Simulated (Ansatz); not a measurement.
## CH₂AlCl₂ (charge −1): geometry relaxation

System: CH₂AlCl₂, charge −1.
Method: RKS PBE0-D4/def2-SVPD (Ansatz 0.2.0).

Figures and captions count atoms from 1; the log counts them from 0 in places.

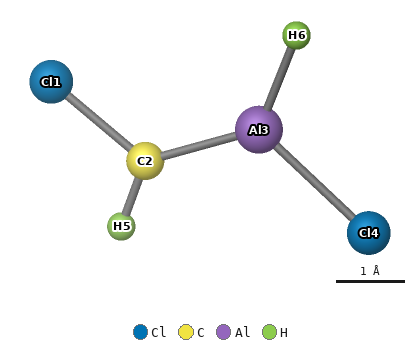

**Figure 1.** The structure as given in the input (ball-and-stick view, seen at a tilt; atoms are numbered from 1 in the order of the input). Sticks mark near contacts. Bond lengths as drawn: Al–C 1.84 Å, Al–Cl 2.23 Å, Al–H 1.61 Å, C–Cl 1.82 Å and C–H 1.10 Å.

Summary

```tsv
quantity	value
outcome	converged
total energy	−32691.2397 eV
mean-field energy	−32691.1026 eV
largest force (length of the vector) at the end	0.003 eV/Å
hardware	1 thread of Arm Neoverse V2, 24 GiB of memory available, shared host
wall time	28 s
peak memory	0.25 GiB
```

The input
```yaml
crystal:
  periodic: [false, false, false]
  atoms:
    - { symbol: Cl, position_ang: [0.811381, 1.715251, -1.636437] }
    - { symbol: C, position_ang: [-0.314687, 0.674723, -0.663228] }
    - { symbol: Al, position_ang: [0.282861, -0.567134, 0.560721] }
    - { symbol: Cl, position_ang: [-1.204769, -1.787781, 1.684302] }
    - { symbol: H, position_ang: [-1.350452, 0.928474, -0.944286] }
    - { symbol: H, position_ang: [1.775667, -0.963533, 0.998938] }
total_charge: -1
basis:
  gaussian: { orbitals: def2-SVPD }
hamiltonian:
  xc: pbe0
  dispersion: d4
output:
  forces: true
relax:
  f_tol: 0.003
  max_steps: 120
```

Run as:
```bash
ansatz run input.yaml --threads 1 --pin off --max-ram 2560MiB --backend cpu --events-out ev --progress --plain --runs-dir out
```

Log
```
The last accepted step is kept in [file] (removed where the run ends without a failure and the disk answers)
Engine: ansatz 0.2.0, aarch64-unknown-linux-gnu
Functional definition: PBE0
  parameter a = 0.25
  parameter kappa = 0.804
  parameter beta = 0.06672455060314922
  exchange = (1 - a)*pbe_x(kappa = kappa, mu = beta*pi^2/3) + a*exact_x
  correlation = pbe_c(beta = beta)
1145 factors; integrals over basis functions are off by at most 2.5e-4 eV
mean field evaluation 1: about -32688.4139 eV, gradient 3.1e1 eV
mean field evaluation 2: about -32681.0704 eV, gradient 5.5e1 eV
mean field evaluation 4: about -32691.0724 eV, gradient 2.1e0 eV
mean field evaluation 8: about -32691.0961 eV, gradient 4.1e-2 eV
mean field -32691.09607998 eV, -1201.3756221183 hartree, gradient 2.8e-5 eV, S^2 0.000000; 0 other end points of the search recorded, 0 dependent functions left out
the calculation of the forces begins
reference -32691.09611550 eV, -1201.3756234240 hartree; 28, 28 occupied and 86, 86 virtual orbitals, 1145 factors
relax step   1: F+E_penalty+E_count = -32691.23248700 eV  Δ(F+E_penalty+E_count) = +0.000e0 eV  max|allowed force component| = 2.639e-1 eV/Å  Δτ_max = 0.0000 Å  (26 SCF iters, accepted)
these checks for a lower state are left out or cut short: starts, cluster_reference, orbital_swaps, neighbouring_geometries, increment
1145 factors; integrals over basis functions are off by at most 2.5e-4 eV
mean field evaluation 16: about -32691.0885 eV, gradient 1.3e0 eV
mean field -32691.10175093 eV, -1201.3758305221 hartree, gradient 9.9e-6 eV, S^2 0.000000; 0 other end points of the search recorded, 0 dependent functions left out
the calculation of the forces begins
reference -32691.10178639 eV, -1201.3758318251 hartree; 28, 28 occupied and 86, 86 virtual orbitals, 1145 factors
relax step   2: F+E_penalty+E_count = -32691.23861042 eV  Δ(F+E_penalty+E_count) = -6.123e-3 eV  max|allowed force component| = 8.165e-2 eV/Å  Δτ_max = 0.0160 Å  (31 SCF iters, accepted)
these checks for a lower state are left out or cut short: starts, cluster_reference, orbital_swaps, neighbouring_geometries, increment
1145 factors; integrals over basis functions are off by at most 2.5e-4 eV
mean field -32691.10246101 eV, -1201.3758566171 hartree, gradient 9.2e-6 eV, S^2 0.000000; 0 other end points of the search recorded, 0 dependent functions left out
the calculation of the forces begins
reference -32691.10249644 eV, -1201.3758579189 hartree; 28, 28 occupied and 86, 86 virtual orbitals, 1145 factors
relax step   3: F+E_penalty+E_count = -32691.23958077 eV  Δ(F+E_penalty+E_count) = -9.704e-4 eV  max|allowed force component| = 2.788e-2 eV/Å  Δτ_max = 0.0087 Å  (31 SCF iters, accepted)
these checks for a lower state are left out or cut short: starts, cluster_reference, orbital_swaps, neighbouring_geometries, increment
1145 factors; integrals over basis functions are off by at most 2.6e-4 eV
mean field evaluation 32: about -32691.1025 eV, gradient 5.4e-5 eV
mean field -32691.10251396 eV, -1201.3758585630 hartree, gradient 7.2e-6 eV, S^2 0.000000; 0 other end points of the search recorded, 0 dependent functions left out
the calculation of the forces begins
reference -32691.10254939 eV, -1201.3758598649 hartree; 28, 28 occupied and 86, 86 virtual orbitals, 1145 factors
relax step   4: F+E_penalty+E_count = -32691.23962255 eV  Δ(F+E_penalty+E_count) = -4.177e-5 eV  max|allowed force component| = 1.001e-2 eV/Å  Δτ_max = 0.0016 Å  (24 SCF iters, accepted)
these checks for a lower state are left out or cut short: starts, cluster_reference, orbital_swaps, neighbouring_geometries, increment
1145 factors; integrals over basis functions are off by at most 2.6e-4 eV
mean field -32691.10253162 eV, -1201.3758592120 hartree, gradient 5.6e-5 eV, S^2 0.000000; 0 other end points of the search recorded, 0 dependent functions left out
the calculation of the forces begins
reference -32691.10256705 eV, -1201.3758605139 hartree; 28, 28 occupied and 86, 86 virtual orbitals, 1145 factors
relax step   5: F+E_penalty+E_count = -32691.23963106 eV  Δ(F+E_penalty+E_count) = -8.511e-6 eV  max|allowed force component| = 2.696e-3 eV/Å  Δτ_max = 0.0015 Å  (21 SCF iters, accepted)
```

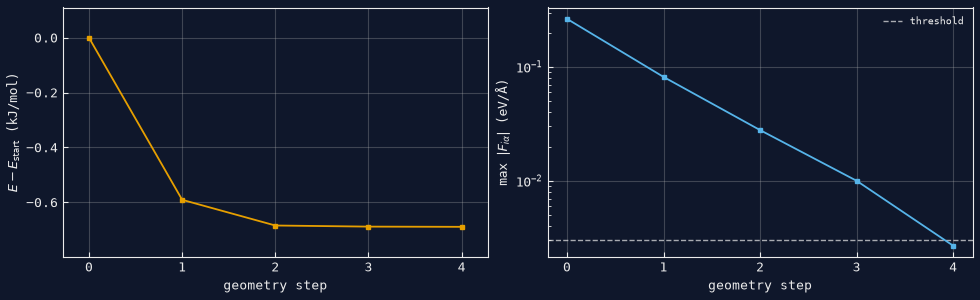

**Figure 2.** Progress of the relaxation, step by step (the first geometry is step 0 here and step 1 in the log).

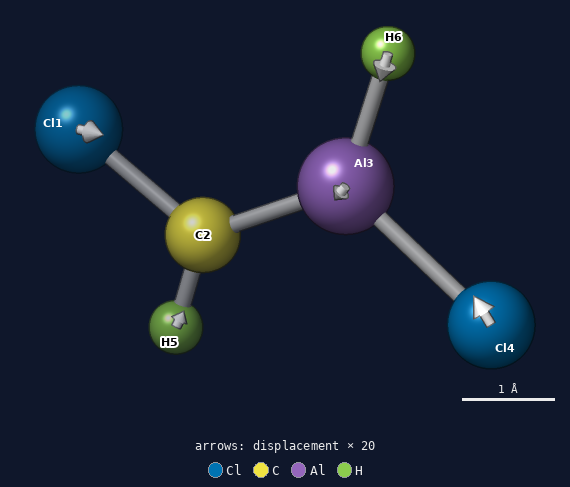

**Figure 3.** The starting structure with the displacements as white arrows, magnified 20 times (ball-and-stick view, seen at a tilt). The two geometries are laid on each other by the best rigid fit. The energy falls by 0.69 kJ/mol in 4 geometry steps. Largest force component: 0.26 eV/Å at the start, 0.0027 eV/Å at the end. The largest move after the best rigid fit is that of Cl4, 0.019 Å. Largest moves by element: Cl 0.019 Å, H 0.018 Å, Al 0.012 Å, C 0.003 Å. Among the contacts that change: Al3–Cl4 2.228 → 2.211 Å, Cl1–C2 1.816 → 1.803 Å, C2–Al3 1.843 → 1.830 Å, C2–H5 1.103 → 1.095 Å. (Atoms are counted from 1 in the order of the input.)

```
1145 factors; integrals over basis functions are off by at most 2.6e-4 eV
mean field -32691.10253162 eV, -1201.3758592120 hartree, gradient 5.6e-5 eV, S^2 0.000000; 1 other end points of the search recorded, 0 dependent functions left out
the calculation of the forces begins
reference -32691.10256705 eV, -1201.3758605139 hartree; 28, 28 occupied and 86, 86 virtual orbitals, 1145 factors
Total energy: -32691.23966649 eV, -1201.3808988253 hartree
Atom 0 at     0.809207     1.705481    -1.622662 Å, force    -0.002273    -0.001496     0.001544 eV/Å
Atom 1 at    -0.313344     0.672331    -0.662236 Å, force     0.001007     0.001149    -0.001207 eV/Å
Atom 2 at     0.274419    -0.562285     0.554520 Å, force     0.002696    -0.000347    -0.000023 eV/Å
Atom 3 at    -1.187932    -1.779306     1.680199 Å, force    -0.000835     0.000148     0.000035 eV/Å
Atom 4 at    -1.341272     0.923917    -0.942763 Å, force    -0.000243     0.000721    -0.000655 eV/Å
Atom 5 at     1.758923    -0.960138     0.992952 Å, force    -0.000352    -0.000174     0.000306 eV/Å
Dipole moment:    -0.074710    -0.090284     0.084770 e Å
```

Trajectory as extended XYZ (Å, eV, eV/Å), 5 frames, from step=1 to step=5
```
6
Properties=species:S:1:pos:R:3:forces:R:3 step=1 energy=-32691.23249
Cl    0.8114    1.7153   -1.6364   -0.1401  -0.1351   0.1298
C    -0.3147    0.6747   -0.6632   -0.0275  -0.0219   0.0182
Al    0.2829   -0.5671    0.5607   -0.1344   0.0999  -0.1048
Cl   -1.2048   -1.7878    1.6843    0.1465   0.1021  -0.0902
H    -1.3505    0.9285   -0.9443    0.2639  -0.0584   0.0643
H     1.7757   -0.9635    0.9989   -0.1084   0.0133  -0.0173
6
Properties=species:S:1:pos:R:3:forces:R:3 step=2 energy=-32691.23861
Cl    0.8094    1.7111   -1.6290   -0.0747  -0.0715   0.0674
C    -0.3155    0.6727   -0.6626    0.0539   0.0134  -0.0110
Al    0.2798   -0.5630    0.5560   -0.0816   0.0356  -0.0394
Cl   -1.1905   -1.7812    1.6811    0.0411   0.0317  -0.0281
H    -1.3448    0.9258   -0.9440    0.0653  -0.0166   0.0180
H     1.7617   -0.9655    0.9985   -0.0040   0.0074  -0.0069
6
Properties=species:S:1:pos:R:3:forces:R:3 step=3 energy=-32691.23958
Cl    0.8093    1.7054   -1.6225   -0.0134  -0.0147   0.0139
C    -0.3147    0.6712   -0.6612    0.0279   0.0257  -0.0242
Al    0.2756   -0.5624    0.5546   -0.0114  -0.0063   0.0054
Cl   -1.1883   -1.7786    1.6796    0.0025  -0.0008   0.0010
H    -1.3413    0.9245   -0.9435   -0.0122  -0.0025   0.0022
H     1.7594   -0.9601    0.9929    0.0066  -0.0014   0.0017
6
Properties=species:S:1:pos:R:3:forces:R:3 step=4 energy=-32691.23962
Cl    0.8096    1.7049   -1.6218   -0.0019  -0.0030   0.0025
C    -0.3143    0.6717   -0.6621    0.0075   0.0100  -0.0084
Al    0.2745   -0.5624    0.5544   -0.0021  -0.0030   0.0029
Cl   -1.1874   -1.7795    1.6806   -0.0007  -0.0006   0.0005
H    -1.3414    0.9251   -0.9438   -0.0042  -0.0034   0.0026
H     1.7590   -0.9598    0.9927    0.0015   0.0000  -0.0001
6
Properties=species:S:1:pos:R:3:forces:R:3 step=5 energy=-32691.23963
Cl    0.8092    1.7055   -1.6227   -0.0023  -0.0015   0.0015
C    -0.3133    0.6723   -0.6622    0.0010   0.0011  -0.0012
Al    0.2744   -0.5623    0.5545    0.0027  -0.0003   0.0000
Cl   -1.1879   -1.7793    1.6802   -0.0008   0.0001   0.0000
H    -1.3413    0.9239   -0.9428   -0.0002   0.0007  -0.0007
H     1.7589   -0.9601    0.9930   -0.0004  -0.0002   0.0003
```
